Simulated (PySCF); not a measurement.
# MP2/cc-pVTZ run of CH3ClGeS (SMILES C[S][Ge][Cl])

What is the vertical ionisation energy of CH3ClGeS at MP2/cc-pVTZ? The job is set up through a Python script.

The results are computed with PySCF 2.14.0.

**1. The system as given**

The species is CH3ClGeS (7 atoms), meant as a singlet with charge 0. SMILES: `C[S][Ge][Cl]`. The coordinates come from a PBE0-D4/def2-TZVP relaxation. This is one conformer, not always the lowest.

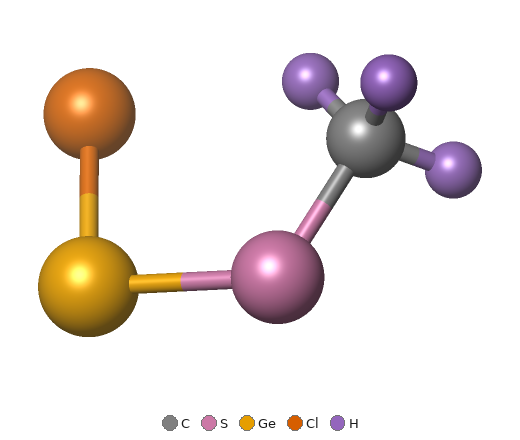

The structure, seen from a chosen angle (carbon grey, sulfur pink, germanium amber, chlorine orange, hydrogen purple).

**2. A single-point energy at MP2/cc-pVTZ**

The input, input.py:

```python
# C[S][Ge][Cl]
from pyscf import gto, scf, mp

mol = gto.Mole()
mol.atom = '''
C       -0.339000       0.711200      -0.543400
S        0.724500      -0.654600      -1.064400
Ge       1.201700      -2.013500       0.623400
Cl       0.121300      -1.067800       2.295100
H        0.172300       1.646800      -0.767100
H       -1.267200       0.659600      -1.111400
H       -0.552400       0.650100       0.522400
'''
mol.max_memory = 1860
mol.basis = 'cc-pvtz'
mol.charge = 0
mol.verbose = 3
mol.build()

mf = scf.RHF(mol)
mf.conv_tol = 1e-10
mf.kernel()
if not mf.converged:
    mf = mf.newton().run(mf.mo_coeff, mf.mo_occ)

pt = mp.MP2(mf, frozen=20).run()
e_final = pt.e_tot
print(f'total energy: {e_final:.8f} hartree')
```

Command:

```console
OMP_NUM_THREADS=1 python input.py
```

The program printed:

```text
converged SCF energy = -2972.17176346291
E(RMP2) = -2972.87872559225  E_corr = -0.70696212934049
E(SCS-RMP2) = -2972.86498900118  E_corr = -0.693225538270649
total energy: -2972.87872559 hartree
```

Run time: 26 s. Hardware: 1 thread of Arm Neoverse V1, shared host; peak memory 1.5 GiB.

**3. The doublet cation, same level**

The input, calc.py:

```python
from pyscf import gto, mp

mol = gto.M(
    atom='''
C       -0.339000       0.711200      -0.543400
S        0.724500      -0.654600      -1.064400
Ge       1.201700      -2.013500       0.623400
Cl       0.121300      -1.067800       2.295100
H        0.172300       1.646800      -0.767100
H       -1.267200       0.659600      -1.111400
H       -0.552400       0.650100       0.522400
''',
    spin=1,
    max_memory=1860,
    charge=1,
    verbose=3,
    basis='cc-pvtz',
)

mf = mol.UHF()
mf.conv_tol = 1e-10
mf.kernel()
if not mf.converged:
    mf = mf.newton().run(mf.mo_coeff, mf.mo_occ)

pt = mp.MP2(mf, frozen=20).run()
energy = pt.e_tot
print('Final energy', energy)
```

Command:

```console
OMP_NUM_THREADS=1 python calc.py
```

The program printed:

```text
converged SCF energy = -2971.85264746271  <S^2> = 0.79001238  2S+1 = 2.0396199
E(UMP2) = -2972.52998341096  E_corr = -0.677335948251975
E(SCS-UMP2) = -2972.51607509507  E_corr = -0.663427632369015
Final energy -2972.529983410957
```

Run time: 2 min. Hardware: 1 thread of Arm Neoverse V1, shared host; peak memory 2.3 GiB.

**4. Outcome**

Level: MP2/cc-pVTZ, 20 core orbitals frozen.

| quantity | value |
| --- | --- |
| singlet CH3ClGeS: total energy | -2972.87873 Eh |
| singlet CH3ClGeS: dipole moment (Hartree–Fock density) | 0.83 D |
| singlet CH3ClGeS: HOMO energy (Hartree–Fock orbitals) | -9.69 eV |
| singlet CH3ClGeS: LUMO energy (Hartree–Fock orbitals) | 0.51 eV |
| singlet CH3ClGeS: HOMO–LUMO gap (Hartree–Fock orbitals) | 10.20 eV |
| singlet CH3ClGeS: correlation energy (20 core orbitals frozen) | -707.0 mEh |
| doublet cation: total energy | -2972.52998 Eh |
| doublet cation: HOMO energy (Hartree–Fock orbitals) (highest over α and β) | -15.85 eV |
| doublet cation: LUMO energy (Hartree–Fock orbitals) (lowest over α and β) | -7.69 eV |
| doublet cation: correlation energy (20 core orbitals frozen) | -677.3 mEh |
| doublet cation: ⟨S²⟩ of the reference determinant | 0.790 |
| vertical ionisation energy (to the doublet cation) | 9.490 eV |

The vertical ionisation energy comes to 9.49 eV (219 kcal/mol). Mulliken charges (doublet cation) of the mean-field density run from -0.22 on C1 to +0.85 on Ge3.
